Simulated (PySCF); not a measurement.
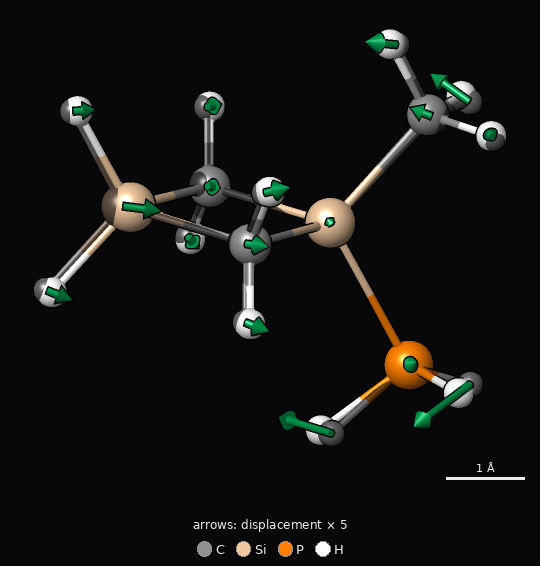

This is a relaxation of C3H11PSi2. The starting structure is drawn faded, the final one solid; green arrows show the displacements, 5 times their true length. The two geometries are superimposed by the best rigid fit.

The picture is a ball-and-stick view, seen face on.

The start comes from GFN2-xTB.

These are results of PySCF 2.14.0, density-fitted response routines, PBE0-D3(BJ)/def2-SVP geometry optimisation, gas phase, not measurements. 

**What happened in the run?**

The energy falls by 4.57 kcal/mol in 10 geometry steps. The largest force component goes from 1.4 to 0.014 eV/Å. The largest move after the best rigid fit is that of an H atom, 0.26 Å. Largest moves by element: H 0.26 Å, Si 0.11 Å, C 0.07 Å, P 0.05 Å. Some distances before and after: H–P 1.383 → 1.430 Å, H–Si 1.463 → 1.496 Å, C–Si 1.904 → 1.876 Å, C–Si 1.933 → 1.910 Å. Bond angles that change, for instance: C–Si–C 87.6° → 92.0°, Si–C–Si 92.2° → 87.9°. The run took about 100 core-seconds on a shared host.
